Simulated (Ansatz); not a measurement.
Al$_{2}$H$_{6}$Si (SMILES [AlH2][SiH2][AlH2])

The calculation's input:

```
crystal:
  periodic: [false, false, false]
  atoms:
    - symbol: Al
      position_ang: [0.284676, -1.130168, -1.122467]
    - symbol: Al
      position_ang: [-2.122537, 1.738833, -2.792842]
    - symbol: Si
      position_ang: [-1.119978, 0.849730, -0.731211]
    - symbol: H
      position_ang: [1.830609, -0.961644, -1.492047]
    - symbol: H
      position_ang: [-0.354435, -2.594800, -1.090380]
    - symbol: H
      position_ang: [-0.280363, 1.927538, -0.089408]
    - symbol: H
      position_ang: [-2.220549, 0.490071, 0.237076]
    - symbol: H
      position_ang: [-3.529356, 1.184658, -3.311301]
    - symbol: H
      position_ang: [-1.337072, 2.817381, -3.672871]
basis:
  gaussian:
    orbitals: def2-TZVPD
hamiltonian:
  xc: {name: PBE0}
output: {forces: true, orbitals: {seedname: orbitals}}
```

Run with:

```sh
ansatz run input.yaml --threads 1 --pin off --max-ram 2610MiB --events-out events.jsonl --progress --plain --runs-dir runs
```

Geometry: BLYP-D3(BJ)/def2-SVP.

These are results of isolated molecule in a Gaussian basis; Kohn-Sham density functional theory, functional PBE0 (Ansatz), not measurements.

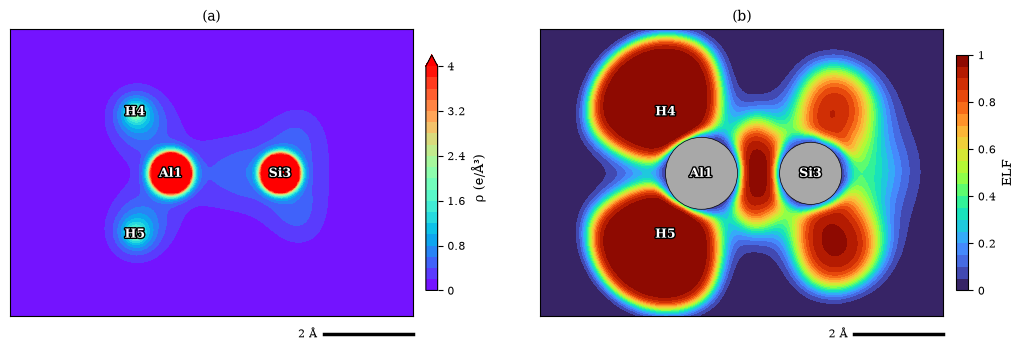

Figure 1. (a) electron density; (b) ELF on the plane of atoms Si3, Al1 and H4. Grey discs cover the atomic cores in the ELF map.

What does the map show?

Answer.
- Atoms in the plane: Al, Si and H.
- Al–Si (2.46 Å): ρ at the midpoint is about 0.48 e/Å³; the ELF peaks at about 1 between the atoms, as expected for a covalent bond.
- Al–H (1.60 Å): ρ is about 0.54 e/Å³ halfway; the ELF climbs to about 1 towards the hydrogen.

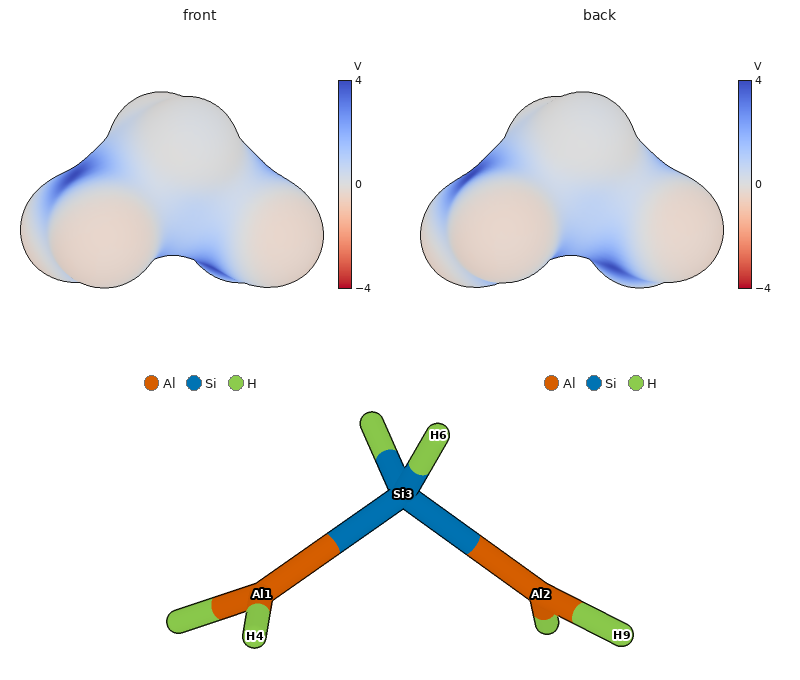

Figure 2. The molecular electrostatic potential painted on the density surface at 0.002 e/bohr³, seen from the front and from behind; red is negative and blue positive. The bare structure is drawn below in the same view.

Which sites attract a positive test charge, and which a negative one?

Answer. A positive charge is drawn to the negative regions and a negative charge to the positive ones. The most negative region (about −0.4 V) lies over H4, H5, H8 and H9, the most positive (about +3.8 V) over Al1 and Al2.

What dipole moment does the calculation give?

Answer. Its dipole moment is 0.18 D.

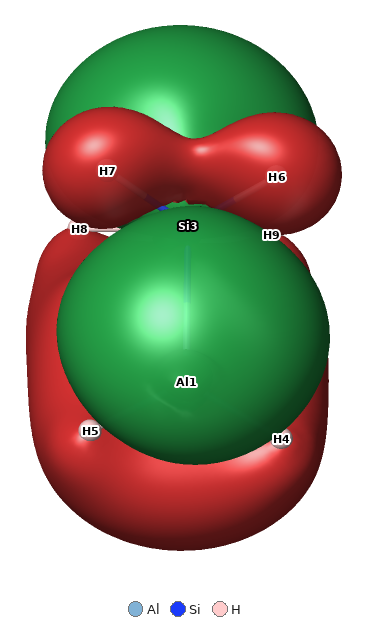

Figure 3. The LUMO at ±0.04 Å⁻³ᐟ² (green and red are the two phases), seen at an oblique angle.

Describe this orbital and give its energy.

Answer. By Hirshfeld shares it lies mainly on Al1 (about 35 %), Al2 (about 35 %) and Si3 (about 15 %). Its energy is −2.48 eV.
